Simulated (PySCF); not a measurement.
SMILES [BH2], doublet, PBE0/def2-SVP optimised geometry. Atoms within 1.6 Å of the plane z = 0.0 Å (x, y, z in Å): B1 (-0.22, -0.47, 0.00), H2 (-0.98, 0.47, 0.00), H3 (0.98, -0.47, 0.00).

Computed with unrestricted PBE0/def2-TZVP (PySCF). Cells within 0.4 Å of a nucleus heavier than hydrogen are left out (blank, or x).

Map of the Laplacian of the electron density (e/bohr⁵), clipped to [-1.50, 1.50] on the plane z = 0.0 Å:

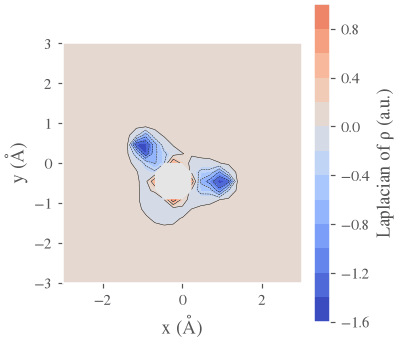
Figure: Laplacian of the electron density (e/bohr⁵), clipped to [-1.50, 1.50] on the plane z = 0.0 Å.
